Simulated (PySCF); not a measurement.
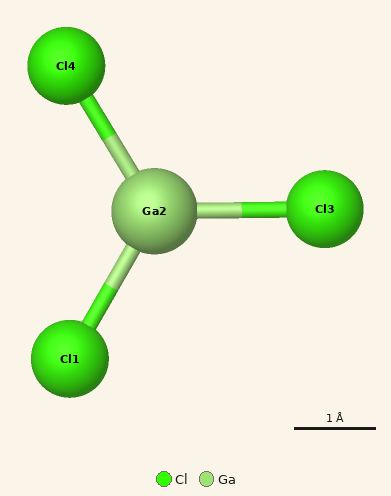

Figure 1. The input geometry of the first run (ball-and-stick view, seen on its broad side; atoms are numbered from 1 in the order of the input). Sticks mark near contacts.

## Two runs on GaCl₃

System: GaCl₃ (trichlorogallium), SMILES [Cl][Ga]([Cl])[Cl].
Method of the first run: TDDFT PBE0/aug-cc-pVDZ, vertical, gas phase, core orbitals frozen in the response (PySCF 2.14.0).

The geometry comes from this level: PBE0-D3(BJ)/def2-SVP. Text and figures count atoms from 1; the logs count them from 0 in places.

**The input, the first run**
```
{"job": {"kind": "uv", "xc": "PBE0", "basis": "aug-cc-pVDZ"}, "charge": 0, "multiplicity": 1}
Cl    -1.739709    -1.578811    -0.077141
Ga    -0.304597    -0.020318    -0.075135
Cl     1.768024    -0.466169    -0.069951
Cl    -0.972942     1.990520    -0.074633
```

The first line tells a small driver script what to run in PySCF; the rest is the geometry in Å.

Command:
```bash
OMP_NUM_THREADS=1 python <driver script> task.json out
```

Hardware: 1 CPU thread, shared host.

**Output (the first run)**
```
coarse grid: 26368 points
cycle   1  E = -3304.8388548019  dE = -1.175e-01  |g| = 4.664e-01  |ddm| = 3.941e+00
cycle   2  E = -3304.7891723633  dE =  4.968e-02  |g| = 6.251e-01  |ddm| = 3.605e+00
cycle   3  E = -3304.9042302461  dE = -1.151e-01  |g| = 3.890e-02  |ddm| = 1.999e+00
cycle   4  E = -3304.9046472603  dE = -4.170e-04  |g| = 8.273e-03  |ddm| = 6.777e-02
cycle   5  E = -3304.9046683828  dE = -2.112e-05  |g| = 1.449e-03  |ddm| = 2.180e-02
cycle   6  E = -3304.9046688693  dE = -4.864e-07  |g| = 1.571e-04  |ddm| = 4.159e-03
final grid: 48528 points
cycle   7  E = -3304.9045873012  dE = -8.537e-09  |g| = 1.391e-04  |ddm| = 1.114e-03
cycle   8  E = -3304.9045872970  dE =  4.176e-09  |g| = 1.829e-04  |ddm| = 8.468e-04
cycle   9  E = -3304.9045873072  dE = -1.016e-08  |g| = 6.719e-06  |ddm| = 4.954e-04
cycle  10  E = -3304.9045873072  dE = -1.182e-11  |g| = 1.627e-06  |ddm| = 2.151e-05
converged SCF energy = -3304.9045873072

Static polarisability (au): isotropic 66.448, principal 48.721 75.019 75.603

Singlet excitations
state   eV       nm        f      main configurations
  1   5.8496    212.0   0.00004   H->L 0.99
  2   6.1139    202.8   0.00000   H-1->L 0.99
  3   6.1266    202.4   0.00000   H-2->L 0.99
  4   6.2754    197.6   0.04887   H-3->L 0.93
  5   6.2886    197.2   0.04937   H-4->L 0.93
  6   6.4238    193.0   0.00000   H->L+1 1.00
  7   6.7542    183.6   0.00000   H-3->L+1 1.00
  8   6.7614    183.4   0.00000   H-4->L+1 1.00
  9   6.9008    179.7   0.05401   H-5->L 0.99
 10   7.0154    176.7   0.05713   H-1->L+1 0.84, H-6->L 0.11

Triplet excitations (Tamm-Dancoff, eV): 5.4975 5.7848 5.7926 5.7933
```

The input of the second run differs as follows (lines with − go, lines with + come):
```diff
-"basis": "aug-cc-pVDZ"
+"basis": "aug-cc-pVTZ"
```

Predict how the results change.

The total energy of the second run is 72.0 kcal/mol lower, which measures the change of basis and not a stability. The LUMO goes from −2.25 to −2.16 eV. The lowest excitation goes from 5.85 to 5.93 eV. The strongest computed line goes from 7.02 to 6.96 eV. The number of SCF iterations is the same. The basis functions go from 117 to 209.

**Output (the second run)**
```
coarse grid: 26368 points
cycle   1  E = -3304.9312914561  dE = -1.199e-01  |g| = 6.763e-01  |ddm| = 6.236e+00
cycle   2  E = -3304.8431677639  dE =  8.812e-02  |g| = 9.466e-01  |ddm| = 8.091e+00
cycle   3  E = -3305.0183506543  dE = -1.752e-01  |g| = 6.261e-02  |ddm| = 5.736e+00
cycle   4  E = -3305.0192062320  dE = -8.556e-04  |g| = 2.199e-02  |ddm| = 1.878e-01
cycle   5  E = -3305.0193513045  dE = -1.451e-04  |g| = 1.135e-03  |ddm| = 7.756e-02
cycle   6  E = -3305.0193516613  dE = -3.568e-07  |g| = 4.908e-04  |ddm| = 5.422e-03
final grid: 48528 points
cycle   7  E = -3305.0192600853  dE = -4.289e-08  |g| = 4.094e-04  |ddm| = 3.764e-03
cycle   8  E = -3305.0192600959  dE = -1.058e-08  |g| = 3.344e-04  |ddm| = 1.983e-03
cycle   9  E = -3305.0192601162  dE = -2.030e-08  |g| = 1.967e-05  |ddm| = 9.269e-04
cycle  10  E = -3305.0192601163  dE = -8.640e-11  |g| = 2.414e-06  |ddm| = 4.412e-05
converged SCF energy = -3305.0192601163

Static polarisability (au): isotropic 67.868, principal 50.585 76.225 76.795

Singlet excitations
state   eV       nm        f      main configurations
  1   5.9293    209.1   0.00004   H->L 0.99
  2   6.1825    200.5   0.00000   H-1->L 0.99
  3   6.1945    200.2   0.00000   H-2->L 0.99
  4   6.3266    196.0   0.05020   H-3->L 0.93
  5   6.3400    195.6   0.05066   H-4->L 0.93
  6   6.4666    191.7   0.00000   H->L+1 1.00
  7   6.7658    183.3   0.00000   H-3->L+1 0.99
  8   6.7734    183.0   0.00000   H-4->L+1 0.99
  9   6.9563    178.2   0.05647   H-5->L 0.99
 10   7.0405    176.1   0.05623   H-1->L+1 0.84, H-6->L 0.11

Triplet excitations (Tamm-Dancoff, eV): 5.5791 5.8421 5.8547 5.8554
```

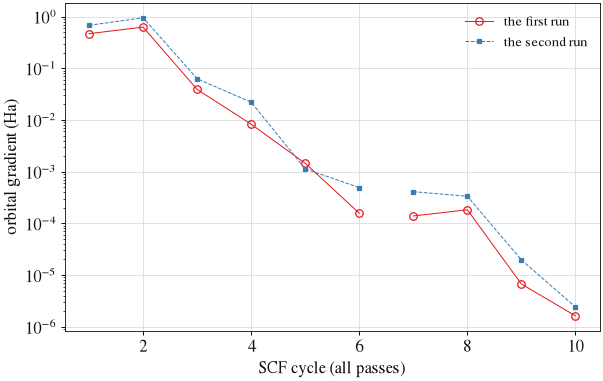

Figure 2. Convergence of the two runs: orbital gradient against the SCF cycle. A break in a curve parts two SCF passes (coarse and final grid). The first run takes 10 cycles in all, and the second run takes 10.

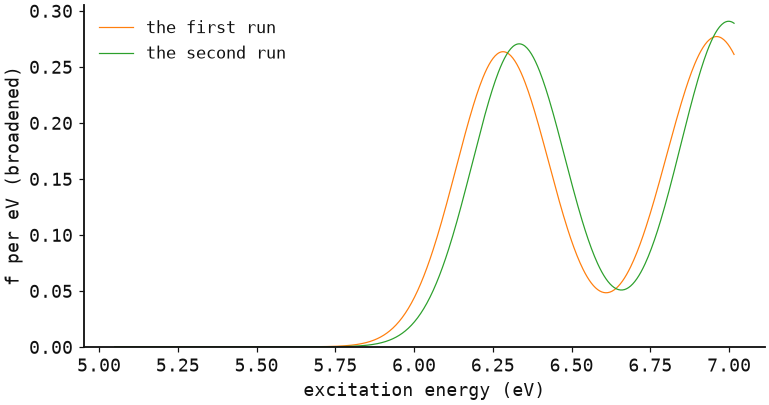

Figure 3. Absorption of the two runs from their computed states, each broadened by a Gaussian of 0.35 eV full width; the range ends where the shorter list of states ends.

**The two runs side by side**

| quantity | the first run | the second run |
| --- | --- | --- |
| outcome | converged | converged |
| total energy (hartree) | −3304.904587 | −3305.019260 |
| HOMO (eV) | −9.50 | −9.51 |
| LUMO (eV) | −2.25 | −2.16 |
| dipole moment (D) | 0.05 | 0.05 |
| lowest excitation (eV) | 5.85 | 5.93 |
| SCF iterations | 10 | 10 |
| strongest computed line (eV) | 7.02 | 6.96 |
| basis functions | 117 | 209 |
| wall time (shared host) | 6.2 s | 15 s |

For both runs: Spin–orbit coupling is left out, which matters for the heavy atoms.
